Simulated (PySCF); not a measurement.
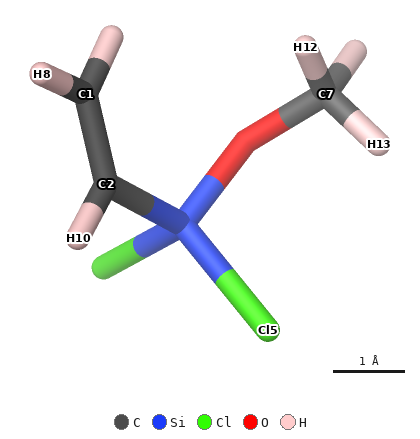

Fig. 1: The structure as given in the input (stick view, seen at a tilt; atoms are numbered from 1 in the order of the input).

# C$_{3}$H$_{6}$Cl$_{2}$OSi: excited-state calculation

C$_{3}$H$_{6}$Cl$_{2}$OSi, computed with TDDFT CAM-B3LYP/def2-SVPD, vertical, gas phase, core orbitals frozen in the response (PySCF 2.14.0).

The geometry comes from this level: GFN2-xTB. It belongs to a series of runs on one base structure; here: constitutional isomer.

Output
```
coarse grid: 12936 points
cycle   1  E = -1402.3307166534  dE =  9.168e-01  |g| = 6.904e-01  |ddm| = 5.484e+00
cycle   2  E = -1402.2911104899  dE =  3.961e-02  |g| = 8.676e-01  |ddm| = 2.492e+00
cycle   3  E = -1402.4308129727  dE = -1.397e-01  |g| = 9.106e-02  |ddm| = 1.187e+00
cycle   4  E = -1402.4324636205  dE = -1.651e-03  |g| = 3.129e-02  |ddm| = 1.831e-01
cycle   5  E = -1402.4327142885  dE = -2.507e-04  |g| = 4.814e-03  |ddm| = 6.679e-02
cycle   6  E = -1402.4327200756  dE = -5.787e-06  |g| = 1.759e-03  |ddm| = 1.257e-02
final grid: 112488 points
cycle   7  E = -1402.6048869700  dE = -2.480e-05  |g| = 4.158e-03  |ddm| = 6.123e-02
cycle   8  E = -1402.6048870348  dE = -6.475e-08  |g| = 4.168e-03  |ddm| = 1.272e-02
cycle   9  E = -1402.6048912435  dE = -4.209e-06  |g| = 5.604e-04  |ddm| = 5.652e-03
cycle  10  E = -1402.6048913169  dE = -7.335e-08  |g| = 1.334e-04  |ddm| = 9.201e-04
cycle  11  E = -1402.6048913214  dE = -4.532e-09  |g| = 3.480e-05  |ddm| = 2.482e-04
cycle  12  E = -1402.6048913217  dE = -2.674e-10  |g| = 1.254e-05  |ddm| = 6.293e-05
```

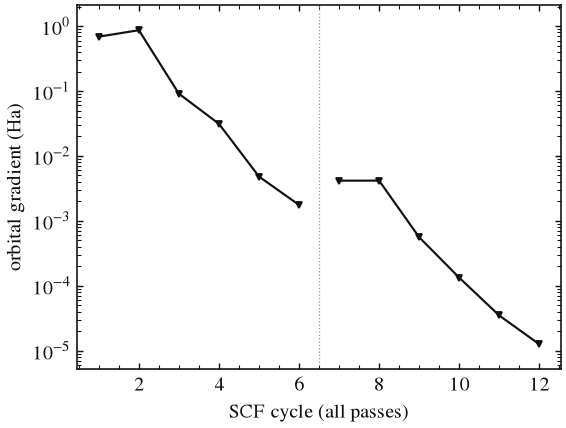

Fig. 2: Convergence of the self-consistent field: orbital gradient against the SCF cycle. The dotted line marks the change from a coarse to the final integration grid. The first 6 cycles use a coarse grid, the final grid takes over at cycle 7, and the field converges after 12 cycles in all.

```
converged SCF energy = -1402.6048913217

Static polarisability (au): isotropic 88.825, principal 81.386 85.258 99.832

Singlet excitations
state   eV       nm        f      main configurations
  1   6.6271    187.1   0.00628   H-1->L 0.77
  2   7.2133    171.9   0.41023   H->L 0.95
  3   7.6805    161.4   0.00122   H-2->L 0.69, H-1->L 0.14, H-3->L 0.10
  4   7.8686    157.6   0.04263   H->L+2 0.38, H->L+1 0.36, H->L+3 0.16
  5   7.9856    155.3   0.01200   H-3->L 0.74, H-2->L 0.17
  6   8.1549    152.0   0.00491   H-1->L+1 0.30, H-4->L 0.27
  7   8.2352    150.6   0.01619   H-4->L 0.34, H-1->L+1 0.30
  8   8.3163    149.1   0.00771   H-4->L 0.26, H->L+1 0.25, H->L+2 0.19

Triplet excitations (Tamm-Dancoff, eV): 4.2917 6.0990 7.5734
```

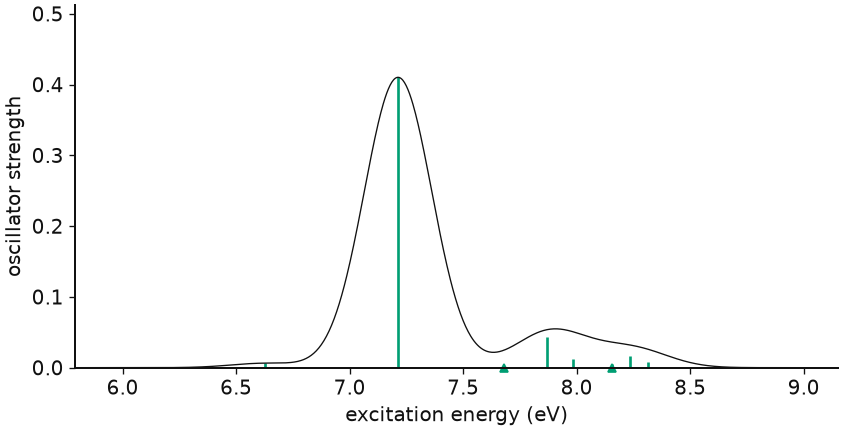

Fig. 3: Computed excitations as sticks (degenerate states added up, dark ones marked on the axis), with a Gaussian envelope of 0.35 eV full width at half maximum, scaled to the tallest. Of the 8 states the lowest lies at 6.63 eV (f = 0.006); the strongest line is at 7.21 eV, or 172 nm (f = 0.410).

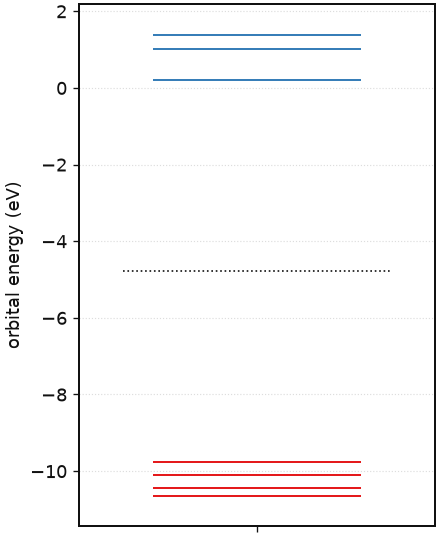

Fig. 4: Orbital energies near the frontier; the dotted line parts filled from empty levels, and levels within 0.02 eV of each other stand side by side. Highest filled −9.77 eV, lowest empty 0.20 eV, 9.97 eV apart.

This output came from the following input.

The input
```
{"job": {"kind": "uv", "xc": "CAM-B3LYP", "basis": "def2-SVPD", "nstates": 8, "ntriplets": 3}, "charge": 0, "multiplicity": 1}
C      1.892117    -0.852845     0.215189
C      1.568887     0.430756     0.146632
Si     0.050558     1.102346    -0.751026
Cl     0.509611     1.772324    -2.582985
Cl    -0.752881     2.568242     0.400949
O     -1.073715    -0.016639    -1.075349
C     -1.947502    -0.699148    -0.213039
H      2.773568    -1.197055     0.732877
H      1.290307    -1.615549    -0.251999
H      2.219357     1.148614     0.630505
H     -2.662163    -1.238745    -0.833335
H     -1.394781    -1.405156     0.409174
H     -2.477751     0.003340     0.432183
```

The first line tells a small driver script what to run in PySCF; the rest is the geometry in Å.

Run as:
```bash
OMP_NUM_THREADS=1 python <driver script> task.json out
```

Key numbers

- outcome: converged
- total energy: −1402.604891 hartree
- HOMO: −9.77 eV
- LUMO: 0.20 eV
- dipole moment: 2.68 D
- mean polarisability: 88.83 a.u.
- lowest singlet excitation: 6.63 eV
- hardware: 1 CPU thread, shared host
- wall time: 81 s
- peak memory: 0.94 GiB
